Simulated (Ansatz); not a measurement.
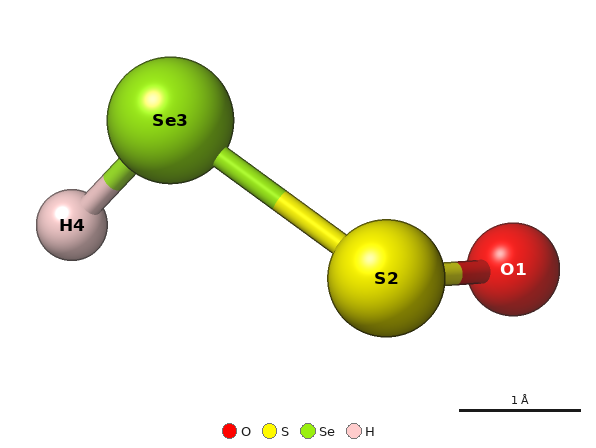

Charge −1, singlet. Computed geometry: PBE0-D4/def2-TZVPD optimisation. No frequency run is at hand to confirm it as a minimum.

**Describe the coordination of atom 3.**

Se3 has 2 neighbours (S2 at 2.27, H4 at 1.49 Å); the arrangement is bent.

**How are the neighbours of atom 2 arranged?**

S2 has 2 neighbours (O1 at 1.53, Se3 at 2.27 Å); the arrangement is bent.
